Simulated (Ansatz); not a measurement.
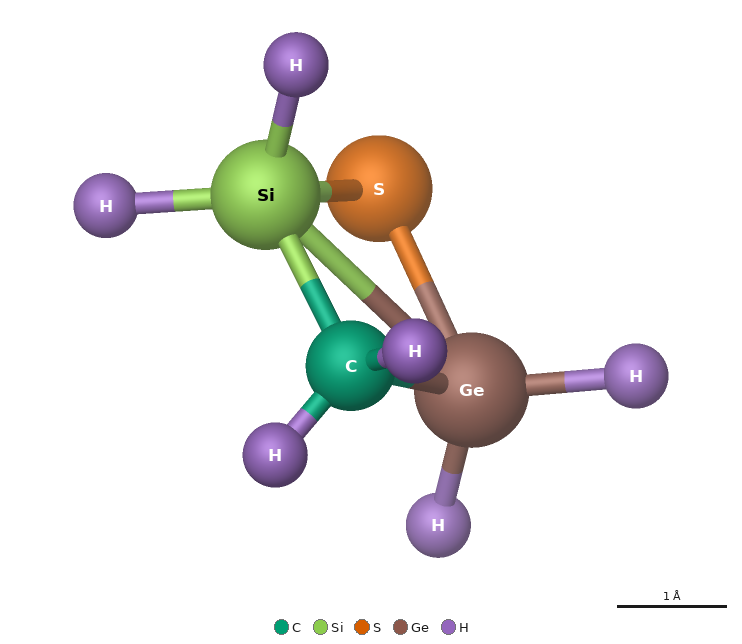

The picture shows a molecular structure as a ball-and-stick model.

The computed structure is the end point of a PBE0-D4/def2-TZVP optimisation.

What is the molecular formula?

Answer. CH₆GeSSi, 10 atoms: 1 carbon, 6 hydrogen, 1 germanium, 1 sulfur and 1 silicon.

Count the bonded pairs by element.

Answer. 2 Ge–H, 2 C–H, 2 Si–H, 1 C–Si, 1 S–Si, 1 C–Ge, 1 Ge–S, 1 Ge–Si. Sticks follow a distance rule.

How many sets of symmetry-equivalent atoms are there?

Answer. 9: 1 C, 1 Si, 1 S, 1 Ge, 2 H, 1 H, 1 H, 1 H, 1 H.

What is the point group of this geometry?

Answer. Cs.

The parts below concern this one geometry. Atoms keep their numbers from picture to picture.

**Geometry**

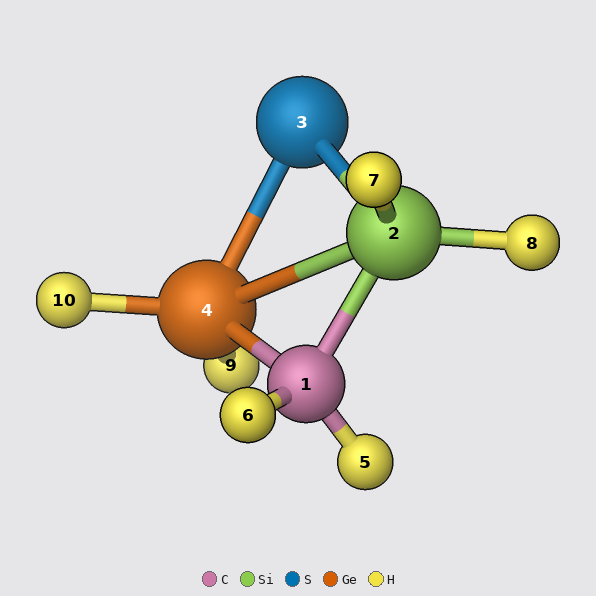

List the bonds and their lengths.

| bond | length (Å) |
| --- | --- |
| C1–Si2 | 1.883 |
| C1–Ge4 | 1.968 |
| C1–H5 | 1.090 |
| C1–H6 | 1.090 |
| Si2–S3 | 2.149 |
| Si2–Ge4 | 2.785 |
| Si2–H7 | 1.487 |
| Si2–H8 | 1.487 |
| S3–Ge4 | 2.248 |
| Ge4–H9 | 1.538 |
| Ge4–H10 | 1.538 |

**Levels of theory compared**

Program: Ansatz 0.2.0.

Tabulate HOMO energy (eV), HOMO–LUMO gap (eV), dipole (D) at these levels: B3LYP-D4/def2-TZVPP; PBE-D4/def2-TZVPP; r2SCAN-D4/def2-TZVPP; ωB97M-V/def2-TZVPP.

```csv
level,HOMO energy (eV),HOMO–LUMO gap (eV),dipole (D)
B3LYP-D4/def2-TZVPP,−6.90,6.16,2.22
PBE-D4/def2-TZVPP,−5.97,4.61,2.17
r2SCAN-D4/def2-TZVPP,−6.24,5.18,2.27
ωB97M-V/def2-TZVPP,−9.28,10.45,2.24
```

**Charges**

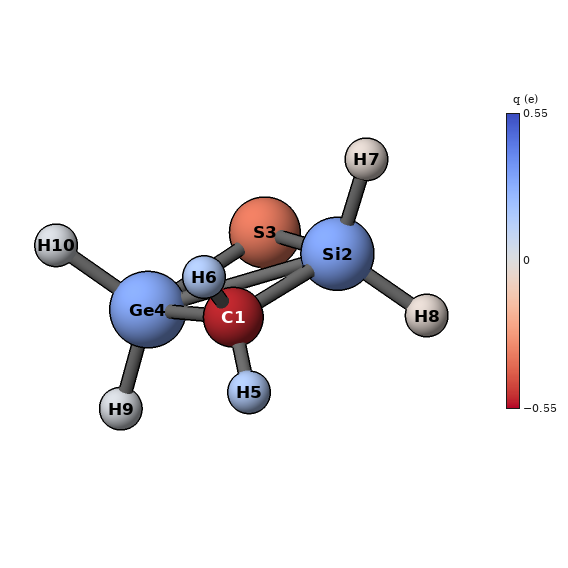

Atoms are coloured by their Mulliken charges. Properties computed with RKS ωB97M-V/def2-TZVPP (Ansatz 0.2.0).

Give the Mulliken charges atom by atom.

| atom | value (e) |
| --- | --- |
| C1 | −0.51 |
| Si2 | 0.30 |
| S3 | −0.35 |
| Ge4 | 0.29 |
| H5 | 0.15 |
| H6 | 0.15 |
| H7 | −0.03 |
| H8 | −0.03 |
| H9 | 0.02 |
| H10 | 0.02 |

**Vibrations**

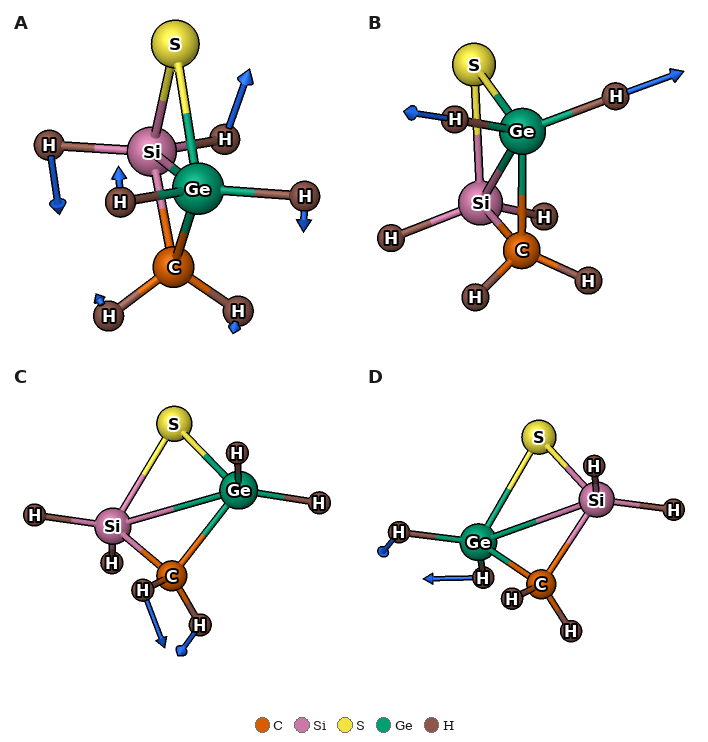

4 normal modes of one molecule or complex, as arrows. Harmonic vibrations computed with RKS PBE0-D4/def2-TZVP (Ansatz 0.2.0) at a stationary point of the same level.

Match the panels to the wavenumbers 634 cm⁻¹, 878 cm⁻¹, 1393 cm⁻¹, 2142 cm⁻¹.

Answer. A: 634 cm⁻¹, H–Si–S bending
B: 2142 cm⁻¹, in-phase stretching of 2 Ge–H bonds
C: 1393 cm⁻¹, H–C–H bending
D: 878 cm⁻¹, angle bending

Mulliken values depend strongly on the basis set and can even reverse the polarity of a bond.
